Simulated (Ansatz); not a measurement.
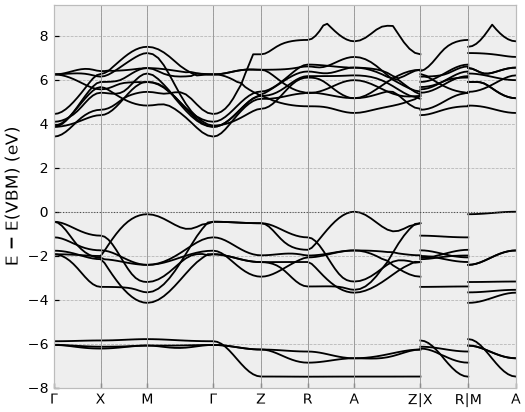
Band structure from the program Ansatz at the r²SCAN level (PAW)

**Question.** Read off the gap and where the band edges lie.

**Answer.** About 3.4 eV (3.42 eV by a search for the band edges); maximum at A, minimum at Γ.

**Question.** Which of these materials gives this?
A) MgO, P4_2/mnm (Mg on 4g, O on 4f)
B) CaScO2F, P4/mmm (Ca on 1d, Sc on 1a, O on 2f, F on 1b)
C) YSiNO2, P4/mmm (Y on 1b, Si on 1c, N on 1d, O on 2f)
D) SrScHO2, P4/mmm (Sr on 1d, Sc on 1a, O on 2f, H on 1b)

**Answer.** B, CaScO2F, P4/mmm (Ca on 1d, Sc on 1a, O on 2f, F on 1b)

The start of the workflow was typed in or built on a structure type; neither database checked (COD, Materials Project) lists it. Whether it is the stable phase at ambient conditions was not checked. The cell was relaxed with r²SCAN under the symmetry of its start; whether a distortion lowers the energy is not shown. No spin polarisation was allowed.

Potentials: the earlier of the program's two PAW sets. The files were generated under PBE; for other functionals the program regenerates the frozen cores, and for LDA and PBEsol the local potential too.
